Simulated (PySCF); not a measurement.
# BSH: singlet, from a bent start

Where does singlet BSH go from a bent start, is the end point a minimum, and what are its modes, charges and moments?

Program: PySCF 2.14.0. Level of theory: PBE, basis B def2-TZVP, S def2-TZVP, H def2-TZVP, no relativity, density fitting. These are calculated values, not measurements.

## 1. Where the work starts

3 atoms, charge 0, spin multiplicity 1.

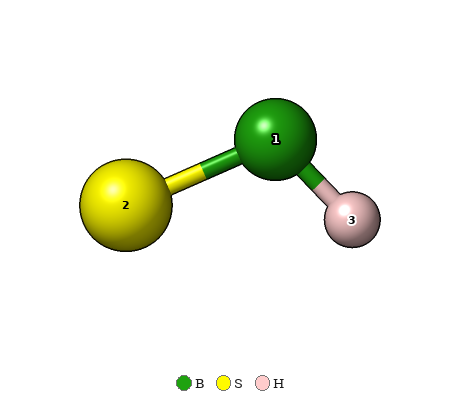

As it starts; boron green, sulfur yellow, hydrogen pink; atoms are numbered from 1 in the order of the file.

```xyz
3
charge 0 multiplicity 1
B     0.0000    0.0000    0.0000
S    -1.4089    0.0000    0.9866
H     0.9584    0.0000    0.6711
```

## 2. The SCF at the typed geometry

The steps below are one call of a driver around PySCF. For each, scf.py gives the equivalent set-up of the SCF; relaxations use the driver's own optimiser. After this first run the driver tries any further starts and a stability analysis.

scf.py reads:

```python
from pyscf import gto, scf, dft
mol = gto.M(atom='''
B      0.000000     0.000000     0.000000
S     -1.408900     0.000000     0.986600
H      0.958400     0.000000     0.671100''',
    basis={'B': 'def2-TZVP', 'S': 'def2-TZVP', 'H': 'def2-TZVP'},
    charge=0, spin=0)
mf = dft.RKS(mol, xc='PBE')
mf.grids.atom_grid = (50, 194)
aux = {'B': 'def2-universal-JKFIT', 'S': 'def2-universal-JKFIT', 'H': 'def2-universal-JKFIT'}
mf = mf.density_fit(auxbasis=aux)
mf.conv_tol = 1e-08
mf.diis_space = 10
mf.max_cycle = 60
mf.init_guess = 'minao'
mf.verbose = 4
mf.kernel()
```

On the command line:

```console
$ OMP_NUM_THREADS=2 python axn.py task.json out
```

Log:

```text
init E= -423.422448398632
  HOMO = -0.292042613679069  LUMO = -0.165180738225441  gap/eV = 3.45209
cycle= 1 E= -423.364070289977  delta_E= 0.0584  |g|= 0.296  |ddm|= 1.44
  HOMO = -0.214720169934309  LUMO = -0.126147918295342  gap/eV = 2.41017
cycle= 2 E= -422.877760126451  delta_E= 0.486  |g|= 1.18  |ddm|= 1.13
  HOMO = -0.23574955757715  LUMO = -0.136921605663382  gap/eV = 2.68925
cycle= 3 E= -423.385708256281  delta_E= -0.508  |g|= 0.192  |ddm|= 0.957
  HOMO = -0.256782812015218  LUMO = -0.156447784015171  gap/eV = 2.73026
cycle= 4 E= -423.396343524587  delta_E= -0.0106  |g|= 0.0816  |ddm|= 0.207
  HOMO = -0.257439956842703  LUMO = -0.157067098024804  gap/eV = 2.73128
cycle= 5 E= -423.398638156378  delta_E= -0.00229  |g|= 0.0131  |ddm|= 0.0502
  HOMO = -0.25698602955  LUMO = -0.156311009490761  gap/eV = 2.73951
cycle= 6 E= -423.398702647552  delta_E= -6.45e-05  |g|= 0.00304  |ddm|= 0.00917
  HOMO = -0.257061826213526  LUMO = -0.156290041375645  gap/eV = 2.74214
cycle= 7 E= -423.398706060199  delta_E= -3.41e-06  |g|= 0.00035  |ddm|= 0.00244
  HOMO = -0.25709877692796  LUMO = -0.156322540344654  gap/eV = 2.74226
cycle= 8 E= -423.398706094204  delta_E= -3.4e-08  |g|= 0.000174  |ddm|= 0.000411
  HOMO = -0.257084733652737  LUMO = -0.156306295958593  gap/eV = 2.74232
cycle= 9 E= -423.398706105318  delta_E= -1.11e-08  |g|= 3.03e-05  |ddm|= 0.000169
  HOMO = -0.257084734010498  LUMO = -0.156305593528227  gap/eV = 2.74234
cycle= 10 E= -423.398706105636  delta_E= -3.19e-10  |g|= 5.79e-06  |ddm|= 2.95e-05
  HOMO = -0.257085651944511  LUMO = -0.156306329704289  gap/eV = 2.74235
Extra cycle  E= -423.398706105602  delta_E= 3.39e-11  |g|= 1.16e-05  |ddm|= 1.32e-05
converged SCF energy = -423.398706105602
```

This step, with its further starts and checks, took 2.6 s on 2 threads of Arm Neoverse V2, shared host.

No lower closed-shell solution turned up in the test of internal stability.

## 3. Relaxing the singlet from the bent start

The program finds Cs symmetry in the start, which this walk keeps. Threshold on the gradient: 0.0003 Eh/bohr, with a further test on the energy change.

Edit scf.py of step 2 so:

```diff
@@ -3,3 +3,3 @@
-B      0.000000     0.000000     0.000000
-S     -1.408900     0.000000     0.986600
-H      0.958400     0.000000     0.671100''',
+B      1.002054     0.000000    -0.732452
+S     -0.406846     0.000000     0.254148
+H      1.960454     0.000000    -0.061352''',
@@ -15 +14,0 @@
-mf.init_guess = 'minao'
```

Steps of the walk:

```tsv
step	energy (Eh)	change (kJ/mol)	largest symmetric gradient (Eh/bohr)
0	-423.398706	0.00	0.06778
1	-423.425883	-71.35	0.04360
2	-423.443891	-118.63	0.04230
3	-423.449890	-134.38	0.03205
4	-423.454858	-147.43	0.01114
5	-423.455163	-148.23	0.00453
6	-423.455209	-148.35	0.00092
7	-423.455210	-148.35	0.00026
```

The walk took 3.9 s.

Positions (Å) and forces (eV/Å) along the way:

```
step 0
B    1.002   0.000  -0.732  -3.150   0.000   3.485
S   -0.407   0.000   0.254   1.446   0.000  -2.496
H    1.960   0.000  -0.061   1.704   0.000  -0.990
step 1
B    0.950   0.000  -0.601   0.581   0.000   2.242
S   -0.459   0.000   0.193  -0.770   0.000  -0.784
H    2.065   0.000  -0.132   0.189   0.000  -1.458
step 4
B    0.995   0.000  -0.237  -0.573   0.000   0.306
S   -0.595   0.000   0.047   0.204   0.000  -0.135
H    2.156   0.000  -0.349   0.369   0.000  -0.171
step 7
B    0.993   0.000  -0.201  -0.013   0.000   0.003
S   -0.599   0.000   0.032   0.010   0.000  -0.001
H    2.162   0.000  -0.371   0.003   0.000  -0.002
```

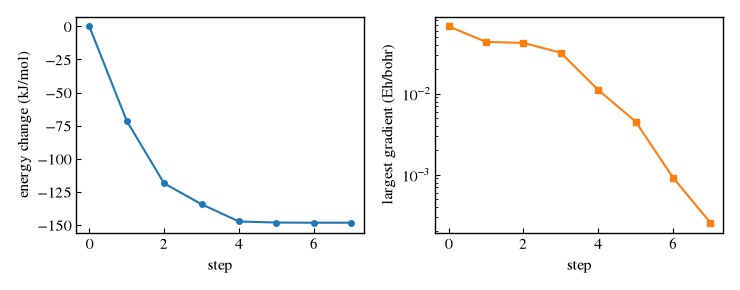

How energy and gradient fall.

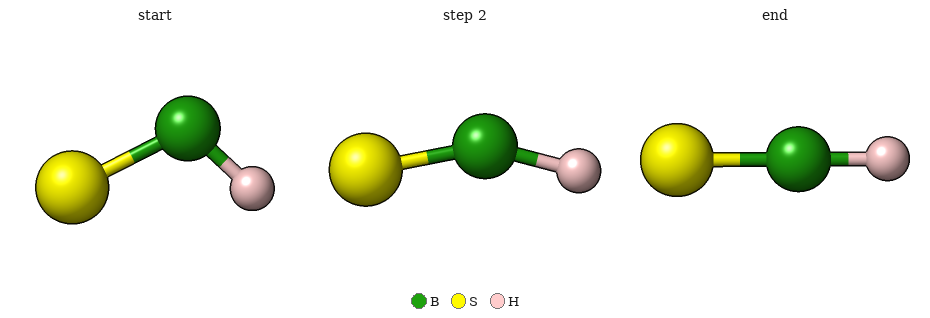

Start and end of the relaxation, with a step between.

After 7 steps and 148.4 kJ/mol it ends at C∞v: B–H 1.181 Å, B–S 1.609 Å; H–B–S 180.0°.

## 4. Is it a minimum? Harmonic modes

The point is checked on the finer grid, and tightened if its gradient asks for it. The Hessian and the dipole derivatives come from central differences of analytic gradients, with steps of 0.02 bohr.

Edit scf.py of step 3 so:

```diff
@@ -3,3 +3,3 @@
-B      1.002054     0.000000    -0.732452
-S     -0.406846     0.000000     0.254148
-H      1.960454     0.000000    -0.061352''',
+B      1.130631     0.000000    -0.165087
+S     -0.461728     0.000000     0.067418
+H      2.299122     0.000000    -0.335702''',
@@ -9 +9 @@
-mf.grids.atom_grid = (50, 194)
+mf.grids.atom_grid = (75, 302)
@@ -12 +12 @@
-mf.conv_tol = 1e-08
+mf.conv_tol = 1e-10
```

The driver hands on the density of the step before, so the log starts near convergence.

Log of the central SCF (cycles and frontier levels):

```text
init E= -423.455211038994
  HOMO = -0.271042538624756  LUMO = -0.0788645778339973  gap/eV = 5.22943
cycle= 1 E= -423.455211038993  delta_E= 9.09e-13  |g|= 1.48e-06  |ddm|= 1.38e-06
  HOMO = -0.271042402783875  LUMO = -0.0788647154018545  gap/eV = 5.22942
Extra cycle  E= -423.455211038986  delta_E= 7.22e-12  |g|= 4.88e-06  |ddm|= 4.51e-06
converged SCF energy = -423.455211038986
```

The whole step took 8.9 s.

Geometry: C∞v; B–H 1.181 Å, B–S 1.609 Å; H–B–S 180.0°.

Modes, for the most abundant isotopes:

```json
{"symmetry": "π", "ω (cm⁻¹)": "699", "IR (km/mol)": "0.0", "μ (u)": "1.27"}
{"symmetry": "σ+", "ω (cm⁻¹)": "1167", "IR (km/mol)": "40.4", "μ (u)": "6.29"}
{"symmetry": "σ+", "ω (cm⁻¹)": "2773", "IR (km/mol)": "17.3", "μ (u)": "1.13"}
```

No imaginary mode, so this is a minimum.

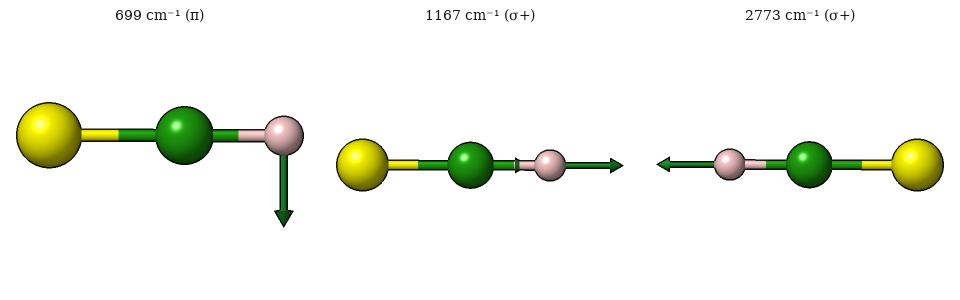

How the atoms move in 3 of the modes.

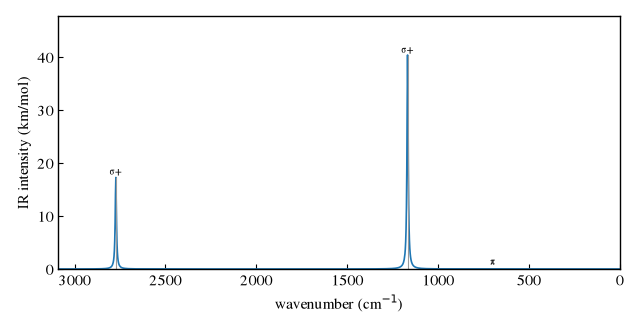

The harmonic infrared spectrum (widths in cm⁻¹). Lines are broadened to a width of 8 cm⁻¹ (Lorentzian).

Properties at this point:

```
Dipole moment                                                   : 1.24 D
Highest occupied level                                          : -7.38 eV
Lowest empty level                                              : -2.15 eV
Rotational constants                                            : 0.6296 cm⁻¹
Zero-point energy                                               : 31.9 kJ/mol
Principal polarisabilities                                      : 24.5, 24.5, 44.7 bohr³
Atomisation energy without zero-point energy                    : 1069 kJ/mol
Principal traceless quadrupole moments about the centre of mass : -1.69, -1.69, 3.37 D Å
Entropy at 298.15 K and 1 bar                                   : 215.3 J/(mol K)
Heat capacity Cp at 298.15 K                                    : 37.0 J/(mol K)
Enthalpy at 298.15 K above 0 K                                  : 9.32 kJ/mol
Rotational symmetry number                                      : 1
```

Populations by atom (charges in e):

```
atom  Mulliken  Löwdin  polar tensor  Mayer order to B1
  B1     -0.01   -0.65          0.31                  –
  S2     -0.09    0.60         -0.30               2.58
  H3      0.10    0.05         -0.01               0.97
```

Outer orbital energies (eV). occupied: -154.88, -154.88, -154.87, -18.07, -11.80, -9.33, -7.38, -7.38; empty: -2.15, -2.15, 0.60, 1.44.

Mulliken populations on B1: s 3.08, p 1.84, d 0.07, f 0.01.

## 5. What came out

| quantity | value |
| --- | --- |
| minimum | singlet, C∞v |
| geometry | B–H 1.181 Å, B–S 1.609 Å; H–B–S 180.0° |
| wavenumbers (cm⁻¹) | 699 (π), 1167 (σ+), 2773 (σ+) |
| dipole moment | 1.24 D |
| highest occupied, lowest empty level | -7.38, -2.15 eV |
| polar-tensor charge of B1 | +0.31 e |
| zero-point energy | 31.9 kJ/mol |
| entropy at 298.15 K | 215.3 J/(mol K) |
| atomisation energy (no zero-point energy) | 1069 kJ/mol |

In words: The bent start (Cs) ends in a minimum of C∞v symmetry. In the infrared the band at 1167 cm⁻¹ (σ+, stretch) leads. Only this shape and spin were tried, so other structures or states may lie lower.

The search up to here took 16 s.
